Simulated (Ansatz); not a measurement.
System CsH3 (space group P-6m2, No. 187); source of the atomic positions: the geometry relaxed with DFT PBE, scalar-relativistic, plane waves, PAW in Ansatz; the starting structure was generated, so it need not be a known form of this composition.

Space group P-6m2 (No. 187). a = 7.986 Å, b = 7.986 Å, c = 5.604 Å, α = 90.00°, β = 90.00°, γ = 120.00°

| atom | site | symmetry | x | y | z |
| --- | --- | --- | --- | --- | --- |
| Cs | 1c | -6m2 | 0.3333 | 0.6667 | 0.0000 |
| H | 2g | 3m. | 0.0000 | 0.0000 | 0.5669 |
| H | 1d | -6m2 | 0.3333 | 0.6667 | 0.5000 |

Describe the stacking along c, with columns A (0, 0), B (1/3, 2/3), C (2/3, 1/3) of the hexagonal mesh.

Cs(B) – H(A) – H(B) – H(A) (four layers in 5.60 Å).

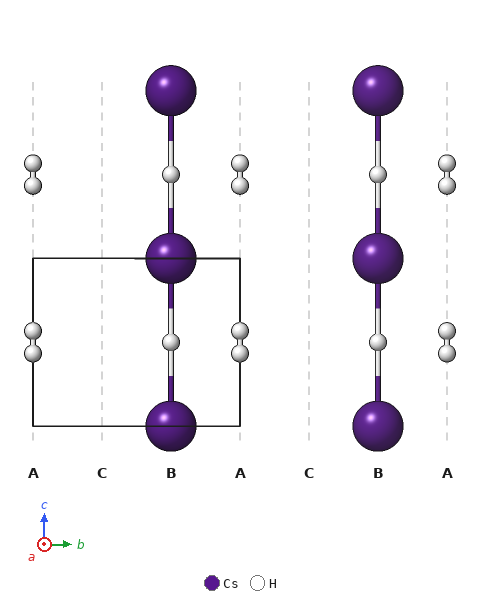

Projection along an edge of the hexagonal mesh, stacking direction c upwards. The dashed lines mark the three columns A (0, 0), B (1/3, 2/3) and C (2/3, 1/3). The sequence starts with the first layer at or above the cell's origin.
